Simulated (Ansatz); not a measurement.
# What a tighter setting buys: kpoints.mp_grid.grid, BaMg6B (Amm2, 8 atoms in the cell)

Cell: a = 3.9610 Å, b = 8.7156 Å, c = 8.7156 Å, α = 42.37°, β = 90.00°, γ = 90.00°.

Computed with PBEsol, default PAW files made with PBE (plane waves; Ansatz, a first-principles code).

Base settings: basis.ecutwfc = 420 eV; kpoints.mp_grid.grid = 8 5 5; hamiltonian.xc = pbesol; hamiltonian.pseudopotentials = {kind: paw} (the program's default PAW files); scf.occupations.method = fermi_dirac; scf.occupations.width = 0.1 eV.

Misses are taken against the tightest run, 20 14 14, which need not be fully converged itself. The energy is the free energy per atom.

The count of work is k-points × plane waves × bands × iterations; it is no time, and leaves out set-up, grids and terms that scale otherwise. Core times come from one kind of shared machine and are given to one figure; runs under 30 s give none.

The starting cell comes from a database of computed structures (which also holds hypothetical and non-ambient phases and stackings), without a prior relaxation at this level. Ansatz's pressure includes its estimate of the finite-basis (Pulay) stress.

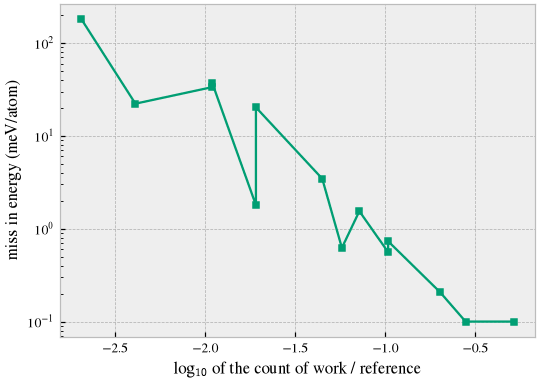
*Miss against the count of work; the reference run is not drawn, and misses under 0.1 meV/atom are drawn there.*

```csv
kpoints.mp_grid.grid,energy less reference (meV/atom),pressure less reference (GPa),largest difference in the force on any atom (eV/Å),count of work / reference,core time / reference (rough)
1 1 1,-182.19,0.55,0.652,0.0021,–
2 1 1,22.23,-0.08,0.619,0.0041,–
2 2 2,-37.33,-0.39,0.216,0.011,–
3 2 2,33.49,0.00,0.291,0.011,–
4 3 3,20.28,0.01,0.077,0.019,–
5 3 3,-1.80,-0.03,0.059,0.019,–
6 4 4,-3.46,0.03,0.050,0.045,–
7 5 5,0.62,0.01,0.033,0.057,–
8 5 5,1.54,0.01,0.051,0.072,–
8 6 6,0.56,-0.01,0.040,0.10,–
9 6 6,-0.73,-0.01,0.030,0.10,–
11 8 8,-0.21,0.00,0.009,0.20,0.2
13 9 9,-0.05,0.00,0.006,0.28,0.3
16 11 11,-0.01,0.00,0.001,0.52,0.5
20 14 14,0.00,0.00,0.000,1.0,1
```

Coarsest setting among those run that, with all tighter ones, holds the energy within 5 meV/atom of the reference: 5 3 3, off by 1.8 meV/atom; it needs 0.019 of the reference's count of work.

Coarsest setting among those run that, with all tighter ones, holds the energy within 1 meV/atom of the reference: 8 6 6, off by 0.56 meV/atom; it needs 0.10 of the reference's count of work. The coarser 7 5 5 also lies inside, but a setting between leaves the range again, so that is luck.

The step from 4 3 3 to 6 4 4: it takes the miss in the energy from 20 to 3.5 meV/atom, for 2.3 times the count of work.

Keys are those of Ansatz 0.2.
